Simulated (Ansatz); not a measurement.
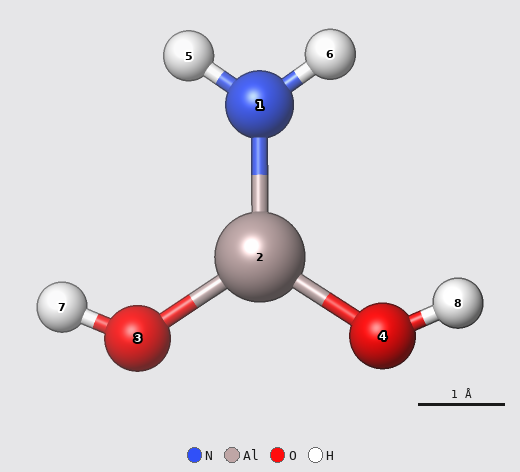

*The input geometry (ball-and-stick view, seen on its broad side; atoms are numbered from 1 in the order of the input). Sticks mark near contacts.*

# Nudged elastic band, with input and output: AlNH$_{4}$O$_{2}$

The run: nudged elastic band of AlNH$_{4}$O$_{2}$. Method and program: RKS PBE-D4/def2-SVPD (Ansatz 0.2.0).

It belongs to a series of runs on one base structure; here: band between the two ends. Figures and captions count atoms from 1; the log counts them from 0 in places.

The program's output:
```
Engine: ansatz 0.2.0, aarch64-unknown-linux-gnu
Functional definition: PBE
  parameter kappa = 0.804
  parameter beta = 0.06672455060314922
  exchange = pbe_x(kappa = kappa, mu = beta*pi^2/3)
  correlation = pbe_c(beta = beta)
1030 factors; their error is unknown
mean field evaluation 1: about -12213.1562 eV, gradient 1.1e2 eV
mean field evaluation 2: about -12104.5550 eV, gradient 2.3e2 eV
mean field evaluation 4: about -12232.6276 eV, gradient 3.2e1 eV
mean field evaluation 8: about -12234.6835 eV, gradient 1.4e-1 eV
mean field evaluation 16: about -12234.6266 eV, gradient 2.5e-4 eV
mean field -12234.62656347 eV, -449.6142332800 hartree, gradient 3.2e-5 eV, S^2 0.000000; 0 other end points of the search recorded, 0 dependent functions left out
the calculation of the forces begins
reference -12234.62661058 eV, -449.6142350109 hartree; 20, 20 occupied and 102, 102 virtual orbitals, 1030 factors
1030 factors; their error is unknown
mean field evaluation 32: about -12234.6860 eV, gradient 4.7e-4 eV
mean field -12234.68598393 eV, -449.6164169413 hartree, gradient 5.5e-5 eV, S^2 0.000000; 0 other end points of the search recorded, 0 dependent functions left out
[... from here on the field's lines of each further geometry are left out, up to the last ...]
NEB iter   1: max|band force component| = 6.642e1 eV/Å  barrier→ = 14.4079 eV  barrier← = 14.4673 eV  Δτ_max = 0.2000 Å  (247 SCF iters)
NEB iter   2: max|band force component| = 1.265e1 eV/Å  barrier→ = 3.0263 eV  barrier← = 3.0857 eV  Δτ_max = 0.1975 Å  (245 SCF iters)
NEB iter   3: max|band force component| = 7.484e0 eV/Å  barrier→ = 1.5314 eV  barrier← = 1.5908 eV  Δτ_max = 0.1947 Å  (231 SCF iters)
NEB iter   4: max|band force component| = 2.526e0 eV/Å  barrier→ = 0.9875 eV  barrier← = 1.0469 eV  Δτ_max = 0.1981 Å  (247 SCF iters)
NEB iter   5: max|band force component| = 1.360e0 eV/Å  barrier→ = 0.6551 eV  barrier← = 0.7145 eV  Δτ_max = 0.2000 Å  (246 SCF iters)
NEB iter   6: max|band force component| = 3.389e0 eV/Å  barrier→ = 0.9267 eV  barrier← = 0.9861 eV  Δτ_max = 0.0996 Å  (223 SCF iters)
NEB iter   7: max|band force component| = 1.559e0 eV/Å  barrier→ = 0.3847 eV  barrier← = 0.4441 eV  Δτ_max = 0.1888 Å  (222 SCF iters)
NEB iter   8: max|band force component| = 1.543e0 eV/Å  barrier→ = 0.3784 eV  barrier← = 0.4378 eV  Δτ_max = 0.1993 Å  (229 SCF iters)
NEB iter   9: max|band force component| = 5.332e-1 eV/Å  barrier→ = 0.3710 eV  barrier← = 0.4304 eV  Δτ_max = 0.2000 Å  (216 SCF iters)
NEB iter  10: max|band force component| = 5.598e-1 eV/Å  barrier→ = 0.2774 eV  barrier← = 0.3368 eV  Δτ_max = 0.0987 Å  (218 SCF iters)
NEB iter  11: max|band force component| = 2.893e-1 eV/Å  barrier→ = 0.2378 eV  barrier← = 0.2972 eV  CI = image 3  Δτ_max = 0.0995 Å  (211 SCF iters)
NEB iter  12: max|band force component| = 3.917e-1 eV/Å  barrier→ = 0.2390 eV  barrier← = 0.2984 eV  CI = image 3  Δτ_max = 0.0478 Å  (215 SCF iters)
NEB iter  13: max|band force component| = 3.493e-1 eV/Å  barrier→ = 0.2389 eV  barrier← = 0.2983 eV  CI = image 3  Δτ_max = 0.0501 Å  (206 SCF iters)
NEB iter  14: max|band force component| = 2.558e-1 eV/Å  barrier→ = 0.2388 eV  barrier← = 0.2982 eV  CI = image 3  Δτ_max = 0.1011 Å  (206 SCF iters)
NEB iter  15: max|band force component| = 3.210e-1 eV/Å  barrier→ = 0.2387 eV  barrier← = 0.2981 eV  CI = image 3  Δτ_max = 0.1000 Å  (199 SCF iters)
NEB iter  16: max|band force component| = 2.141e-1 eV/Å  barrier→ = 0.2387 eV  barrier← = 0.2981 eV  CI = image 3  Δτ_max = 0.1004 Å  (194 SCF iters)
NEB iter  17: max|band force component| = 1.806e-1 eV/Å  barrier→ = 0.2387 eV  barrier← = 0.2981 eV  CI = image 3  Δτ_max = 0.0999 Å  (200 SCF iters)
NEB iter  18: max|band force component| = 1.030e-1 eV/Å  barrier→ = 0.2387 eV  barrier← = 0.2981 eV  CI = image 3  Δτ_max = 0.1001 Å  (178 SCF iters)
NEB iter  19: max|band force component| = 8.450e-2 eV/Å  barrier→ = 0.2387 eV  barrier← = 0.2981 eV  CI = image 3  Δτ_max = 0.0572 Å  (178 SCF iters)
NEB iter  20: max|band force component| = 5.591e-2 eV/Å  barrier→ = 0.2387 eV  barrier← = 0.2981 eV  CI = image 3  Δτ_max = 0.0213 Å  (175 SCF iters)
the calculation of the forces begins
reference -12234.58245484 eV, -449.6126123174 hartree; 20, 20 occupied and 102, 102 virtual orbitals, 1030 factors
1030 factors; their error is unknown
mean field evaluation 1280: about -12234.3889 eV, gradient 1.3e-3 eV
mean field -12234.38885420 eV, -449.6054976251 hartree, gradient 1.1e-5 eV, S^2 0.000000; 1 other end points of the search recorded, 0 dependent functions left out
the calculation of the forces begins
reference -12234.38890319 eV, -449.6054994257 hartree; 20, 20 occupied and 102, 102 virtual orbitals, 1030 factors
NEB iter  21: max|band force component| = 2.755e-2 eV/Å  barrier→ = 0.2387 eV  barrier← = 0.2981 eV  CI = image 3  Δτ_max = 0.0000 Å  (374 SCF iters)
```

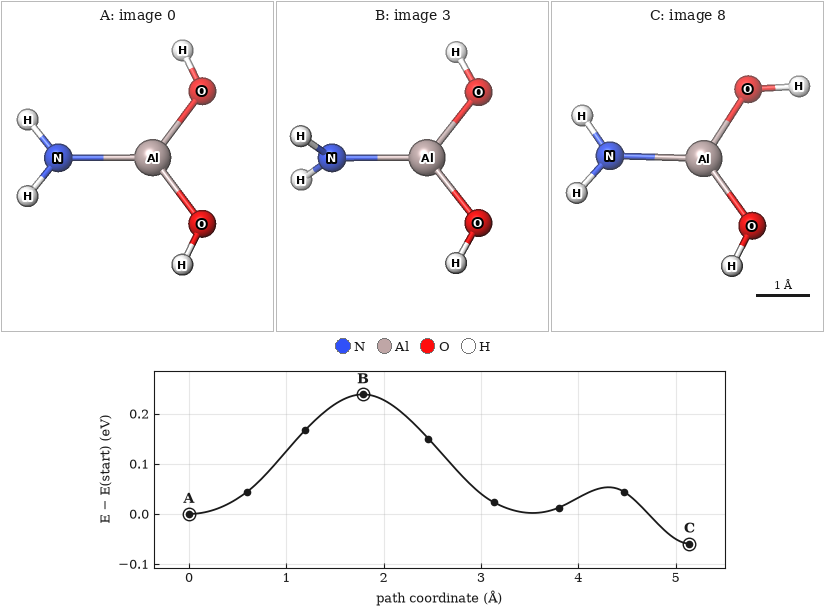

*Images of the last band (counted from 0; ball-and-stick, seen at a tilt) above the energy along the path; the line is a cubic interpolation that uses the forces.*

The highest image is number 3, 0.239 eV above the start and 0.298 eV above the end (the climbing image); the end lies 0.059 eV below the start. The path is 5.14 Å long. The band converged in 21 iterations.

```
Total energy: -12234.50690701 eV, -449.6098359861 hartree
Atom 0 at    -0.494292     1.234643     0.222613 Å, force    -0.000242     0.000341    -0.000483 eV/Å
Atom 1 at     0.174778    -0.408013    -0.081106 Å, force     0.000603    -0.000740     0.000195 eV/Å
Atom 2 at     1.823284    -0.730019    -0.488350 Å, force    -0.000698     0.000899     0.000243 eV/Å
Atom 3 at    -0.747913    -1.867277    -0.003107 Å, force     0.000062    -0.000089    -0.000233 eV/Å
Atom 4 at    -0.898396     1.844786    -0.487035 Å, force    -0.000044    -0.000072     0.000140 eV/Å
Atom 5 at    -0.527107     1.697030     1.130510 Å, force     0.000071     0.000035     0.000221 eV/Å
Atom 6 at     2.452126     0.002339    -0.565446 Å, force     0.000289    -0.000511    -0.000150 eV/Å
Atom 7 at    -1.690381    -1.830589     0.216221 Å, force    -0.000042     0.000137     0.000067 eV/Å
Dipole moment:    -0.255598     0.626756     0.115867 e Å
this run last wrote the band of iteration 21 to [file]
```

The last band as extended XYZ (Å, eV, eV/Å):
```
8
Properties=species:S:1:pos:R:3:forces:R:3 image=0 energy=-12234.74552
N    -0.4671    1.2334    0.2098   -0.0004   0.0029   0.0007
Al    0.1671   -0.4115   -0.0784    0.0023  -0.0031   0.0009
O     1.7678   -0.7170   -0.6431   -0.0014  -0.0003   0.0008
O    -0.7649   -1.8389    0.1831    0.0007   0.0008  -0.0008
H     0.0584    2.0945    0.0645   -0.0002   0.0000  -0.0002
H    -1.4061    1.4464    0.5441   -0.0004  -0.0005  -0.0004
H     2.4155   -0.0255   -0.8338    0.0001   0.0003  -0.0010
H    -1.6786   -1.8384    0.4980   -0.0007  -0.0002  -0.0001
8
Properties=species:S:1:pos:R:3:forces:R:3 image=1 energy=-12234.70147
N    -0.4701    1.2339    0.2051    0.0007  -0.0016  -0.0004
Al    0.1690   -0.4131   -0.0763    0.0000   0.0001   0.0000
O     1.7577   -0.7167   -0.6789   -0.0066   0.0070  -0.0223
O    -0.7465   -1.8439    0.2299    0.0029   0.0026   0.0240
H    -0.1566    2.0737   -0.2794    0.0903   0.0226   0.0552
H    -1.2015    1.4712    0.8736   -0.0884  -0.0277  -0.0560
H     2.4439   -0.0352   -0.6974   -0.0013   0.0017  -0.0236
H    -1.7038   -1.8270    0.3678    0.0025  -0.0047   0.0231
8
Properties=species:S:1:pos:R:3:forces:R:3 image=2 energy=-12234.57849
N    -0.4804    1.2386    0.1991    0.0006  -0.0020  -0.0001
Al    0.1714   -0.4121   -0.0739    0.0001  -0.0005  -0.0002
O     1.7827   -0.7351   -0.6070   -0.0115   0.0074  -0.0450
O    -0.7405   -1.8597    0.1662    0.0085   0.0002   0.0463
H    -0.5130    1.9806   -0.4985    0.1329   0.0494   0.0076
H    -0.8747    1.5773    1.0755   -0.1317  -0.0524  -0.0082
H     2.4426   -0.0273   -0.6335   -0.0025   0.0011  -0.0208
H    -1.6960   -1.8194    0.3164    0.0035  -0.0032   0.0204
8
Properties=species:S:1:pos:R:3:forces:R:3 image=3 energy=-12234.50686
N    -0.4943    1.2346    0.2226   -0.0002   0.0003  -0.0005
Al    0.1748   -0.4080   -0.0811    0.0006  -0.0007   0.0002
O     1.8233   -0.7300   -0.4884   -0.0007   0.0009   0.0002
O    -0.7479   -1.8673   -0.0031    0.0001  -0.0001  -0.0002
H    -0.8984    1.8448   -0.4870    0.0000  -0.0001   0.0001
H    -0.5271    1.6970    1.1305    0.0001   0.0000   0.0002
H     2.4521    0.0023   -0.5654    0.0003  -0.0005  -0.0001
H    -1.6904   -1.8306    0.2162    0.0000   0.0001   0.0001
8
Properties=species:S:1:pos:R:3:forces:R:3 image=4 energy=-12234.59496
N    -0.4912    1.2290    0.2218    0.0030   0.0006   0.0072
Al    0.1754   -0.4099   -0.0792    0.0007   0.0018  -0.0146
O     1.8543   -0.7311   -0.3291    0.0079   0.0011   0.0508
O    -0.7898   -1.8401   -0.1590   -0.0112   0.0041  -0.0429
H    -1.2495    1.6618   -0.3032   -0.1214  -0.0652   0.0609
H    -0.1700    1.8691    0.9465    0.1215   0.0601  -0.0630
H     2.4782   -0.0059   -0.4782    0.0068  -0.0041   0.0223
H    -1.7152   -1.8299    0.1248   -0.0074   0.0017  -0.0207
8
Properties=species:S:1:pos:R:3:forces:R:3 image=5 energy=-12234.72207
N    -0.4875    1.2255    0.2060    0.0111  -0.0252  -0.0068
Al    0.1743   -0.4116   -0.0780   -0.0043   0.0031   0.0083
O     1.8577   -0.7184   -0.3024   -0.0044   0.0065   0.0117
O    -0.8123   -1.8267   -0.1463   -0.0114   0.0221  -0.0098
H    -1.4625    1.4932    0.0801   -0.0341  -0.0253   0.0658
H     0.0579    2.0281    0.5165    0.0326   0.0297  -0.0652
H     2.5019   -0.0164   -0.4678    0.0097  -0.0027   0.0174
H    -1.7374   -1.8308    0.1362    0.0008  -0.0082  -0.0214
8
Properties=species:S:1:pos:R:3:forces:R:3 image=6 energy=-12234.73286
N    -0.5016    1.2369    0.2198    0.0072  -0.0260   0.0047
Al    0.1770   -0.3861   -0.0972   -0.0006   0.0165  -0.0214
O     1.8117   -0.6837   -0.5473    0.0030  -0.0581   0.0370
O    -0.7787   -1.8200   -0.0157   -0.0116  -0.0056   0.0098
H    -1.4507    1.4087    0.5508    0.0123   0.0031  -0.0174
H    -0.0106    2.1194    0.0832    0.0192  -0.0061   0.0183
H     2.5751   -0.1113   -0.4045   -0.0154   0.0777  -0.0277
H    -1.7300   -1.8209    0.1551   -0.0141  -0.0016  -0.0033
8
Properties=species:S:1:pos:R:3:forces:R:3 image=7 energy=-12234.70147
N    -0.5605    1.2596    0.2445   -0.0018   0.0088  -0.0033
Al    0.1690   -0.3214   -0.1330   -0.0151   0.0024  -0.0149
O     1.7486   -0.3128   -0.8053    0.0133   0.0935  -0.0161
O    -0.6897   -1.8115    0.0580    0.0132   0.0202   0.0100
H    -1.4959    1.4267    0.6098   -0.0195  -0.0004  -0.0104
H    -0.0661    2.1395    0.0990   -0.0133   0.0032   0.0136
H     2.6040   -0.5921   -0.4623   -0.0045  -0.1142   0.0107
H    -1.6173   -1.8450    0.3337    0.0278  -0.0136   0.0105
8
Properties=species:S:1:pos:R:3:forces:R:3 image=8 energy=-12234.80491
N    -0.5858    1.3267    0.2548    0.0000   0.0012   0.0001
Al    0.2004   -0.2336   -0.0848   -0.0013  -0.0034  -0.0024
O     1.8328   -0.1799   -0.6403   -0.0070   0.0019   0.0053
O    -0.5653   -1.7728    0.1033    0.0005   0.0015   0.0064
H    -1.5435    1.4564    0.5749    0.0003  -0.0011   0.0026
H    -0.1177    2.2256    0.1458    0.0003   0.0090  -0.0018
H     2.3380   -0.9805   -0.8393    0.0072  -0.0054  -0.0046
H    -1.4669   -1.8991    0.4298    0.0000  -0.0037  -0.0055
```

The run was set up as follows.

Input file:
```yaml
crystal:
  periodic: [false, false, false]
  atoms:
    - { symbol: "N", position_ang: [-0.467126, 1.233373, 0.209822] }
    - { symbol: Al, position_ang: [0.167069, -0.4115, -0.078423] }
    - { symbol: O, position_ang: [1.767807, -0.717039, -0.643093] }
    - { symbol: O, position_ang: [-0.76488, -1.838924, 0.183109] }
    - { symbol: H, position_ang: [0.058442, 2.094481, 0.064517] }
    - { symbol: H, position_ang: [-1.406093, 1.446405, 0.544142] }
    - { symbol: H, position_ang: [2.41552, -0.025501, -0.833768] }
    - { symbol: H, position_ang: [-1.678639, -1.838395, 0.497993] }
basis:
  gaussian: { orbitals: def2-SVPD }
hamiltonian:
  xc: pbe
  dispersion: d4
neb:
  order_check: false
  images: 7
  f_tol: 0.05
  max_iterations: 60
  final_atoms:
    - { symbol: "N", position_ang: [-0.58575431, 1.32671609, 0.25478839] }
    - { symbol: Al, position_ang: [0.20042617, -0.23355533, -0.08479873] }
    - { symbol: O, position_ang: [1.83283752, -0.1798858, -0.64027645] }
    - { symbol: O, position_ang: [-0.56530585, -1.77277844, 0.10333037] }
    - { symbol: H, position_ang: [-1.54349591, 1.45644131, 0.57489782] }
    - { symbol: H, position_ang: [-0.11769245, 2.22555615, 0.14581903] }
    - { symbol: H, position_ang: [2.33795, -0.98050902, -0.83925277] }
    - { symbol: H, position_ang: [-1.46686517, -1.89908495, 0.42979134] }
  initial_path:
    images:
      - { positions_ang: [[-0.467126, 1.233373, 0.209822], [0.167069, -0.4115, -0.078423], [1.767807, -0.717039, -0.643093], [-0.76488, -1.838924, 0.183109], [0.058442, 2.094481, 0.064517], [-1.406093, 1.446405, 0.544142], [2.41552, -0.025501, -0.833768], [-1.678639, -1.838395, 0.497993]] }
      - { positions_ang: [[-0.40337156, 1.34327935, 0.25273944], [0.16541534, -0.31543385, -0.12860344], [1.78498666, -0.63842715, -0.69452435], [-0.83814038, -1.70716339, 0.05169022], [-0.28581892, 1.79107227, -0.158373], [-1.21356299, 1.48806493, 0.74333399], [2.40053512, -0.2018491, -0.62982645], [-1.51794327, -1.81664308, 0.50786259]] }
      - { positions_ang: [[-0.33961713, 1.4531857, 0.29565689], [0.16376169, -0.21936769, -0.17878388], [1.80216632, -0.55981529, -0.7459557], [-0.91140075, -1.57540277, -0.07972857], [-0.63007985, 1.48766355, -0.38126301], [-1.02103298, 1.52972486, 0.94252598], [2.38555024, -0.37819719, -0.4258849], [-1.35724754, -1.79489116, 0.51773219]] }
      - { positions_ang: [[-0.27586269, 1.56309205, 0.33857433], [0.16210803, -0.12330154, -0.22896432], [1.81934599, -0.48120344, -0.79738705], [-0.98466113, -1.44364216, -0.21114735], [-0.97434077, 1.18425482, -0.60415301], [-0.82850298, 1.57138479, 1.14171797], [2.37056536, -0.55454529, -0.22194335], [-1.19655181, -1.77313923, 0.52760178]] }
      - { positions_ang: [[-0.21210825, 1.6729984, 0.38149178], [0.16045437, -0.02723538, -0.27914476], [1.83652565, -0.40259159, -0.8488184], [-1.0579215, -1.31188154, -0.34256614], [-1.31860169, 0.88084609, -0.82704301], [-0.63597297, 1.61304472, 1.34090996], [2.35558048, -0.73089338, -0.0180018], [-1.03585608, -1.75138731, 0.53747137]] }
      - { positions_ang: [[-0.30551977, 1.58642782, 0.34981593], [0.17044732, -0.07881537, -0.23055825], [1.83560362, -0.34691514, -0.79668291], [-0.93476759, -1.42710577, -0.23109201], [-1.37482525, 1.02474489, -0.47655781], [-0.50640284, 1.76617257, 1.04213723], [2.35117286, -0.79329729, -0.22331454], [-1.14360835, -1.78831172, 0.51055136]] }
      - { positions_ang: [[-0.39893128, 1.49985724, 0.31814009], [0.18044027, -0.13039535, -0.18197174], [1.83468158, -0.29123869, -0.74454743], [-0.81161368, -1.54232999, -0.11961788], [-1.4310488, 1.1686437, -0.1260726], [-0.37683271, 1.91930043, 0.7433645], [2.34676524, -0.8557012, -0.42862728], [-1.25136063, -1.82523613, 0.48363136]] }
      - { positions_ang: [[-0.49234279, 1.41328666, 0.28646424], [0.19043322, -0.18197534, -0.13338524], [1.83375955, -0.23556225, -0.69241194], [-0.68845976, -1.65755422, -0.00814376], [-1.48727236, 1.3125425, 0.22441261], [-0.24726258, 2.07242829, 0.44459177], [2.34235762, -0.91810511, -0.63394003], [-1.3591129, -1.86216054, 0.45671135]] }
      - { positions_ang: [[-0.58575431, 1.32671609, 0.25478839], [0.20042617, -0.23355533, -0.08479873], [1.83283752, -0.1798858, -0.64027645], [-0.56530585, -1.77277844, 0.10333037], [-1.54349591, 1.45644131, 0.57489782], [-0.11769245, 2.22555615, 0.14581903], [2.33795, -0.98050902, -0.83925277], [-1.46686517, -1.89908495, 0.42979134]] }
```

Launched with:
```bash
ansatz run input.yaml --threads 2 --pin off --max-ram 3072MiB --backend cpu --events-out ev --progress --plain --runs-dir out
```

Results in brief:

- outcome: converged
- barrier, forward: 0.239 eV
- barrier, backward: 0.298 eV
- hardware: 2 threads of Arm Neoverse V1, 24 GiB of memory available, shared host
- wall time: 4.6 min (CPU time 8.9 min)
- peak memory: 0.14 GiB

Remarks:

The order of the saddle point was not checked.
